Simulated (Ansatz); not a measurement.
ZnHSCl: molecular dynamics

ZnHSCl, SMILES [SH][Zn][Cl], computed with RKS revPBE-d4/def2-SVP (Ansatz 0.2.0).

The geometry comes from this level: PBE0-D4/def2-TZVP. Figures and captions count atoms from 1; the log counts them from 0 in places.

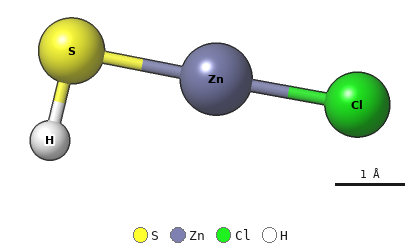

*The structure as given in the input (ball-and-stick view, seen on its broad side). Sticks mark near contacts.*

Bond lengths as drawn: Cl–Zn 2.10 Å, H–S 1.35 Å and S–Zn 2.15 Å.

**The input**
```yaml
crystal:
  periodic: [false, false, false]
  atoms:
    - {symbol: S, position_ang: [-0.520342, 1.236021, -0.882898]}
    - {symbol: Zn, position_ang: [-0.030697, -0.669042, -0.008570]}
    - {symbol: Cl, position_ang: [0.430132, -2.537068, 0.821261]}
    - {symbol: H, position_ang: [0.176408, 1.909689, 0.049907]}
basis:
  gaussian: {orbitals: def2-SVP}
hamiltonian: {xc: {name: revPBE}, dispersion: d4}
md: {timestep: 1 fs, n_steps: 20, ensemble: nve, temperature: 1500, initial_velocities: maxwell_boltzmann, seed: 206}
```

Run on 4 threads of Arm Neoverse V2, 23 GiB of memory available, shared host.

Command:
```bash
ansatz run in.yaml --threads 4 --pin off --events-out ev --progress --plain --max-ram 10444MiB
```

**The program's output**
```
Functional definition: revPBE
  name "revPBE"
  cite "Zhang & Yang, Phys. Rev. Lett. 80, 890 (1998) doi:10.1103/PhysRevLett.80.890"
  cite "Perdew, Burke & Ernzerhof, Phys. Rev. Lett. 77, 3865 (1996) doi:10.1103/PhysRevLett.77.3865"
  parameter kappa = 1.245
  parameter beta = 0.06672455060314922
  exchange = pbe_x(kappa = kappa, mu = beta*pi^2/3)
  correlation = pbe_c(beta = beta)
816 factors; their error is unknown
mean field evaluation 1: about -71770.7226 eV, gradient 4.7e1 eV
mean field evaluation 2: about -71761.3843 eV, gradient 8.3e1 eV
mean field evaluation 4: about -71774.3767 eV, gradient 2.6e0 eV
mean field evaluation 8: about -71774.3961 eV, gradient 4.6e-2 eV
mean field evaluation 16: about -71774.3439 eV, gradient 1.5e-5 eV
mean field -71774.34390340 eV, -2637.6584880522 hartree, gradient 1.5e-5 eV, S^2 0.000000; 0 other end points of the search recorded, 0 dependent functions left out
the calculation of the forces begins
reference -71774.34395268 eV, -2637.6584898634 hartree; 32, 32 occupied and 40, 40 virtual orbitals, 816 factors
md step     0: t =     0.00 fs  T =  1500.0 K  F+E_penalty+E_count = -71774.54801531 eV  E_kin = 0.387780 eV  conserved = -71774.16023532 eV  (24 SCF iters)
these checks for a lower state are left out or cut short: starts, cluster_reference, orbital_swaps, neighbouring_geometries, increment
816 factors; their error is unknown
mean field -71774.34776288 eV, -2637.6586298855 hartree, gradient 2.4e-5 eV, S^2 0.000000; 0 other end points of the search recorded, 0 dependent functions left out
[... from here on the field's lines of each further geometry are left out, up to the last ...]
md step     1: t =     1.00 fs  T =  1510.8 K  F+E_penalty+E_count = -71774.55096610 eV  E_kin = 0.390582 eV  conserved = -71774.16038387 eV  (24 SCF iters, 5 dispersion substeps)
md step     2: t =     2.00 fs  T =  1404.4 K  F+E_penalty+E_count = -71774.52212792 eV  E_kin = 0.363057 eV  conserved = -71774.15907045 eV  (24 SCF iters, 5 dispersion substeps)
md step     3: t =     3.00 fs  T =  1250.6 K  F+E_penalty+E_count = -71774.48094469 eV  E_kin = 0.323315 eV  conserved = -71774.15762958 eV  (24 SCF iters, 5 dispersion substeps)
md step     4: t =     4.00 fs  T =  1133.6 K  F+E_penalty+E_count = -71774.44989445 eV  E_kin = 0.293046 eV  conserved = -71774.15684868 eV  (24 SCF iters, 5 dispersion substeps)
md step     5: t =     5.00 fs  T =  1100.3 K  F+E_penalty+E_count = -71774.44144659 eV  E_kin = 0.284462 eV  conserved = -71774.15698503 eV  (24 SCF iters, 5 dispersion substeps)
md step     6: t =     6.00 fs  T =  1142.2 K  F+E_penalty+E_count = -71774.45331317 eV  E_kin = 0.295277 eV  conserved = -71774.15803591 eV  (24 SCF iters, 5 dispersion substeps)
md step     7: t =     7.00 fs  T =  1195.8 K  F+E_penalty+E_count = -71774.46879364 eV  E_kin = 0.309149 eV  conserved = -71774.15964476 eV  (25 SCF iters, 5 dispersion substeps)
md step     8: t =     8.00 fs  T =  1171.8 K  F+E_penalty+E_count = -71774.46363624 eV  E_kin = 0.302934 eV  conserved = -71774.16070235 eV  (25 SCF iters, 5 dispersion substeps)
md step     9: t =     9.00 fs  T =  1022.9 K  F+E_penalty+E_count = -71774.42406995 eV  E_kin = 0.264441 eV  conserved = -71774.15962851 eV  (25 SCF iters, 5 dispersion substeps)
md step    10: t =    10.00 fs  T =   819.5 K  F+E_penalty+E_count = -71774.36861504 eV  E_kin = 0.211864 eV  conserved = -71774.15675108 eV  (25 SCF iters, 5 dispersion substeps)
md step    11: t =    11.00 fs  T =   711.1 K  F+E_penalty+E_count = -71774.33951803 eV  E_kin = 0.183845 eV  conserved = -71774.15567266 eV  (24 SCF iters, 5 dispersion substeps)
md step    12: t =    12.00 fs  T =   751.2 K  F+E_penalty+E_count = -71774.35211386 eV  E_kin = 0.194197 eV  conserved = -71774.15791645 eV  (26 SCF iters, 5 dispersion substeps)
md step    13: t =    13.00 fs  T =   829.4 K  F+E_penalty+E_count = -71774.37452521 eV  E_kin = 0.214426 eV  conserved = -71774.16009960 eV  (23 SCF iters, 5 dispersion substeps)
md step    14: t =    14.00 fs  T =   823.8 K  F+E_penalty+E_count = -71774.37291748 eV  E_kin = 0.212969 eV  conserved = -71774.15994829 eV  (23 SCF iters, 5 dispersion substeps)
md step    15: t =    15.00 fs  T =   726.8 K  F+E_penalty+E_count = -71774.34631116 eV  E_kin = 0.187884 eV  conserved = -71774.15842676 eV  (24 SCF iters, 5 dispersion substeps)
md step    16: t =    16.00 fs  T =   615.2 K  F+E_penalty+E_count = -71774.31606931 eV  E_kin = 0.159039 eV  conserved = -71774.15703042 eV  (23 SCF iters, 5 dispersion substeps)
md step    17: t =    17.00 fs  T =   568.8 K  F+E_penalty+E_count = -71774.30351067 eV  E_kin = 0.147045 eV  conserved = -71774.15646604 eV  (25 SCF iters, 5 dispersion substeps)
md step    18: t =    18.00 fs  T =   621.6 K  F+E_penalty+E_count = -71774.31757185 eV  E_kin = 0.160686 eV  conserved = -71774.15688590 eV  (25 SCF iters, 5 dispersion substeps)
md step    19: t =    19.00 fs  T =   748.4 K  F+E_penalty+E_count = -71774.35162258 eV  E_kin = 0.193465 eV  conserved = -71774.15815734 eV  (26 SCF iters, 5 dispersion substeps)
the calculation of the forces begins
reference -71774.19206463 eV, -2637.6529080805 hartree; 32, 32 occupied and 40, 40 virtual orbitals, 816 factors
816 factors; their error is unknown
mean field -71774.19201551 eV, -2637.6529062754 hartree, gradient 2.4e-5 eV, S^2 0.000000; 1 other end points of the search recorded, 0 dependent functions left out
the calculation of the forces begins
reference -71774.19206463 eV, -2637.6529080805 hartree; 32, 32 occupied and 40, 40 virtual orbitals, 816 factors
md step    20: t =    20.00 fs  T =   875.3 K  F+E_penalty+E_count = -71774.38598464 eV  E_kin = 0.226295 eV  conserved = -71774.15968982 eV  (26 SCF iters, 5 dispersion substeps)
```

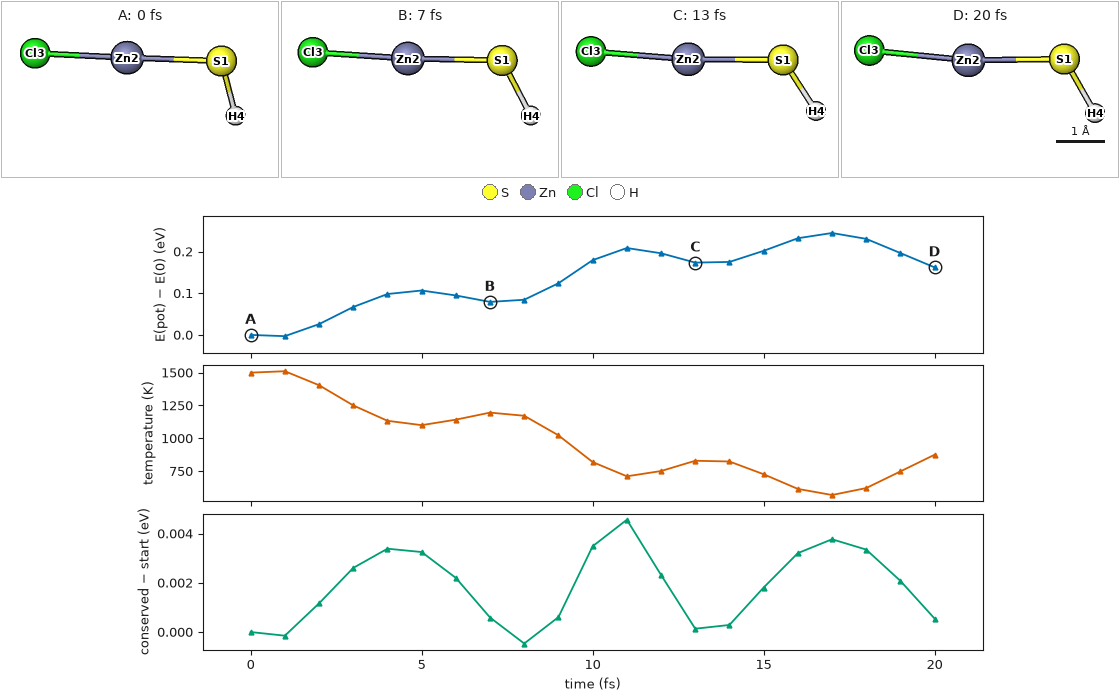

*Frames of the molecular dynamics (ball-and-stick, seen at an oblique angle) above the curves, on which the letters mark them.*

The trajectory kept here has 21 frames over 20 fs. The temperature starts at 1500 K, ranges from 569 to 1511 K and averages 736 K over the second half. The potential energy ends 0.162 eV above its first value. The conserved quantity stays within 0.005 eV. After an unweighted best fit of the last frame on the first, the root-mean-square displacement is 0.21 Å.

```
Total energy: -71774.38603376 eV, -2637.6600363145 hartree
Atom 0 at    -0.547490     1.277467    -0.952414 Å, force    -0.046784     0.318015    -0.083823 eV/Å
Atom 1 at    -0.021484    -0.621467     0.027019 Å, force     0.386052    -0.905721     0.557559 eV/Å
Atom 2 at     0.441731    -2.672806     0.825489 Å, force    -0.293265     1.261142    -0.480429 eV/Å
Atom 3 at     0.034359     2.279416    -0.196099 Å, force    -0.046003    -0.673435     0.006693 eV/Å
Dipole moment:     0.046903     0.392155     0.066197 e Å
```

**Trajectory as extended XYZ (Å, eV, eV/Å), 21 frames, from step=0 to step=20**
```
4
Properties=species:S:1:pos:R:3:forces:R:3 step=0 time_fs=0.0 energy=-71774.54801 temperature=1500.0
S    -0.5203    1.2360   -0.8829   -0.3736   0.1286  -0.5452
Zn   -0.0307   -0.6690   -0.0086   -0.0004   0.0395  -0.0042
Cl    0.4301   -2.5371    0.8213    0.1027  -0.4186   0.1852
H     0.1764    1.9097    0.0499    0.2713   0.2505   0.3643
4
Properties=species:S:1:pos:R:3:forces:R:3 step=1 time_fs=1.0 energy=-71774.55097 temperature=1510.8
S    -0.5214    1.2362   -0.8858    0.0247   0.6182  -0.0207
Zn   -0.0307   -0.6660   -0.0075    0.0680  -0.0639   0.1010
Cl    0.4310   -2.5448    0.8219    0.0646  -0.2817   0.1193
H     0.1783    1.9764    0.0454   -0.1574  -0.2726  -0.1996
4
Properties=species:S:1:pos:R:3:forces:R:3 step=2 time_fs=2.0 energy=-71774.52213 temperature=1404.4
S    -0.5224    1.2366   -0.8886    0.3212   1.0574   0.3629
Zn   -0.0306   -0.6629   -0.0063    0.1321  -0.1651   0.1994
Cl    0.4319   -2.5527    0.8226    0.0281  -0.1487   0.0564
H     0.1786    2.0404    0.0390   -0.4814  -0.7436  -0.6188
4
Properties=species:S:1:pos:R:3:forces:R:3 step=3 time_fs=3.0 energy=-71774.48095 temperature=1250.6
S    -0.5234    1.2373   -0.8914    0.4834   1.3745   0.5662
Zn   -0.0306   -0.6598   -0.0052    0.1906  -0.2631   0.2894
Cl    0.4327   -2.5605    0.8233   -0.0066  -0.0202  -0.0033
H     0.1743    2.0974    0.0267   -0.6674  -1.0912  -0.8523
4
Properties=species:S:1:pos:R:3:forces:R:3 step=4 time_fs=4.0 energy=-71774.44989 temperature=1133.6
S    -0.5242    1.2384   -0.8940    0.5204   1.5446   0.6038
Zn   -0.0305   -0.6568   -0.0040    0.2431  -0.3558   0.3702
Cl    0.4336   -2.5684    0.8240   -0.0396   0.1032  -0.0596
H     0.1637    2.1439    0.0062   -0.7239  -1.2919  -0.9143
4
Properties=species:S:1:pos:R:3:forces:R:3 step=5 time_fs=5.0 energy=-71774.44145 temperature=1100.3
S    -0.5248    1.2400   -0.8964    0.4449   1.5544   0.4952
Zn   -0.0304   -0.6539   -0.0027    0.2896  -0.4411   0.4414
Cl    0.4345   -2.5763    0.8247   -0.0707   0.2210  -0.1126
H     0.1461    2.1780   -0.0231   -0.6638  -1.3344  -0.8240
4
Properties=species:S:1:pos:R:3:forces:R:3 step=6 time_fs=6.0 energy=-71774.45331 temperature=1142.2
S    -0.5253    1.2420   -0.8986    0.2596   1.3813   0.2460
Zn   -0.0302   -0.6510   -0.0014    0.3302  -0.5170   0.5031
Cl    0.4353   -2.5840    0.8253   -0.1000   0.3331  -0.1622
H     0.1222    2.1994   -0.0602   -0.4897  -1.1975  -0.5869
4
Properties=species:S:1:pos:R:3:forces:R:3 step=7 time_fs=7.0 energy=-71774.46879 temperature=1195.8
S    -0.5258    1.2444   -0.9008   -0.0398   0.9934  -0.1471
Zn   -0.0300   -0.6482    0.0000    0.3648  -0.5824   0.5553
Cl    0.4361   -2.5917    0.8259   -0.1273   0.4393  -0.2084
H     0.0935    2.2093   -0.1029   -0.1977  -0.8502  -0.1999
4
Properties=species:S:1:pos:R:3:forces:R:3 step=8 time_fs=8.0 energy=-71774.46364 temperature=1171.8
S    -0.5262    1.2472   -0.9030   -0.4430   0.3811  -0.6688
Zn   -0.0298   -0.6454    0.0015    0.3940  -0.6373   0.5985
Cl    0.4369   -2.5993    0.8265   -0.1527   0.5393  -0.2510
H     0.0630    2.2111   -0.1476    0.2018  -0.2832   0.3213
4
Properties=species:S:1:pos:R:3:forces:R:3 step=9 time_fs=9.0 energy=-71774.42407 temperature=1022.9
S    -0.5268    1.2501   -0.9055   -0.8869  -0.3693  -1.2371
Zn   -0.0294   -0.6428    0.0031    0.4183  -0.6829   0.6337
Cl    0.4377   -2.6067    0.8270   -0.1760   0.6331  -0.2900
H     0.0344    2.2101   -0.1892    0.6447   0.4191   0.8933
4
Properties=species:S:1:pos:R:3:forces:R:3 step=10 time_fs=10.0 energy=-71774.36861 temperature=819.5
S    -0.5276    1.2528   -0.9083   -1.2302  -1.0097  -1.6723
Zn   -0.0291   -0.6402    0.0047    0.4385  -0.7219   0.6624
Cl    0.4384   -2.6140    0.8274   -0.1971   0.7200  -0.3250
H     0.0120    2.2132   -0.2222    0.9888   1.0116   1.3349
4
Properties=species:S:1:pos:R:3:forces:R:3 step=11 time_fs=11.0 energy=-71774.33952 temperature=711.1
S    -0.5288    1.2553   -0.9116   -1.3141  -1.2198  -1.7758
Zn   -0.0286   -0.6378    0.0065    0.4554  -0.7575   0.6861
Cl    0.4390   -2.6211    0.8277   -0.2157   0.7999  -0.3558
H    -0.0009    2.2259   -0.2424    1.0744   1.1775   1.4455
4
Properties=species:S:1:pos:R:3:forces:R:3 step=12 time_fs=12.0 energy=-71774.35211 temperature=751.2
S    -0.5304    1.2574   -0.9154   -1.1033  -0.8849  -1.5056
Zn   -0.0281   -0.6355    0.0084    0.4691  -0.7917   0.7050
Cl    0.4396   -2.6279    0.8279   -0.2318   0.8727  -0.3824
H    -0.0036    2.2500   -0.2489    0.8660   0.8039   1.1831
4
Properties=species:S:1:pos:R:3:forces:R:3 step=13 time_fs=13.0 energy=-71774.37453 temperature=829.4
S    -0.5324    1.2592   -0.9197   -0.7237  -0.2172  -1.0220
Zn   -0.0275   -0.6333    0.0103    0.4789  -0.8242   0.7180
Cl    0.4401   -2.6345    0.8280   -0.2456   0.9388  -0.4051
H     0.0020    2.2817   -0.2440    0.4905   0.1026   0.7091
4
Properties=species:S:1:pos:R:3:forces:R:3 step=14 time_fs=14.0 energy=-71774.37292 temperature=823.8
S    -0.5345    1.2609   -0.9243   -0.3367   0.4677  -0.5274
Zn   -0.0269   -0.6312    0.0124    0.4835  -0.8535   0.7233
Cl    0.4406   -2.6409    0.8280   -0.2573   0.9990  -0.4242
H     0.0123    2.3144   -0.2323    0.1105  -0.6133   0.2282
4
Properties=species:S:1:pos:R:3:forces:R:3 step=15 time_fs=15.0 energy=-71774.34631 temperature=726.8
S    -0.5368    1.2628   -0.9290   -0.0330   0.9777  -0.1351
Zn   -0.0261   -0.6293    0.0146    0.4823  -0.8775   0.7195
Cl    0.4409   -2.6470    0.8279   -0.2672   1.0540  -0.4400
H     0.0237    2.3412   -0.2184   -0.1822  -1.1543  -0.1443
4
Properties=species:S:1:pos:R:3:forces:R:3 step=16 time_fs=16.0 energy=-71774.31607 temperature=615.2
S    -0.5391    1.2650   -0.9338    0.1652   1.2602   0.1272
Zn   -0.0253   -0.6274    0.0169    0.4749  -0.8950   0.7058
Cl    0.4413   -2.6528    0.8277   -0.2753   1.1043  -0.4531
H     0.0333    2.3570   -0.2059   -0.3648  -1.4695  -0.3799
4
Properties=species:S:1:pos:R:3:forces:R:3 step=17 time_fs=17.0 energy=-71774.30351 temperature=568.8
S    -0.5413    1.2676   -0.9386    0.2633   1.3252   0.2657
Zn   -0.0245   -0.6257    0.0193    0.4613  -0.9056   0.6823
Cl    0.4415   -2.6582    0.8273   -0.2820   1.1500  -0.4635
H     0.0395    2.3587   -0.1970   -0.4426  -1.5696  -0.4844
4
Properties=species:S:1:pos:R:3:forces:R:3 step=18 time_fs=18.0 energy=-71774.31757 temperature=621.6
S    -0.5434    1.2706   -0.9433    0.2653   1.1880   0.2842
Zn   -0.0235   -0.6242    0.0218    0.4418  -0.9099   0.6494
Cl    0.4416   -2.6634    0.8268   -0.2871   1.1913  -0.4715
H     0.0414    2.3454   -0.1928   -0.4200  -1.4695  -0.4621
4
Properties=species:S:1:pos:R:3:forces:R:3 step=19 time_fs=19.0 energy=-71774.35162 temperature=748.4
S    -0.5455    1.2739   -0.9479    0.1653   0.8511   0.1730
Zn   -0.0225   -0.6228    0.0243    0.4166  -0.9093   0.6076
Cl    0.4417   -2.6683    0.8262   -0.2909   1.2283  -0.4772
H     0.0393    2.3180   -0.1930   -0.2910  -1.1702  -0.3034
4
Properties=species:S:1:pos:R:3:forces:R:3 step=20 time_fs=20.0 energy=-71774.38599 temperature=875.3
S    -0.5475    1.2775   -0.9524   -0.0468   0.3180  -0.0838
Zn   -0.0215   -0.6215    0.0270    0.3861  -0.9057   0.5576
Cl    0.4417   -2.6728    0.8255   -0.2933   1.2611  -0.4804
H     0.0344    2.2794   -0.1961   -0.0460  -0.6734   0.0067
```

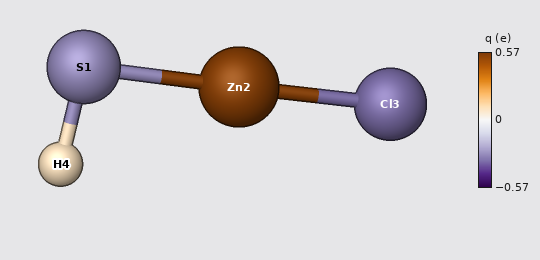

*Mulliken charges, as the colour of each atom (ball-and-stick view, seen at a tilt; atoms are numbered from 1 in the order of the input).*

By element: S −0.29, Zn +0.55, Cl −0.35 and H +0.09 e.

**Key numbers**

```tsv
quantity	value
outcome	finished
mean temperature over the second half	736 K
trajectory	20 steps, 20 fs
ensemble	nve
temperature in the input	1500 K
time step	1 fs
potential energy (last step)	−71774.3860 eV
mean-field energy (last step)	−71774.1921 eV
dispersion energy (last step)	−0.1940 eV
SCF solution under orbital rotations (last step)	stable
largest force (length of the vector) (last step)	1.381 eV/Å
dipole moment (last step)	1.92 D
wall time	9 s (CPU time 32 s)
peak memory	0.14 GiB
```

**Notes**

So short a trajectory is not equilibrated.
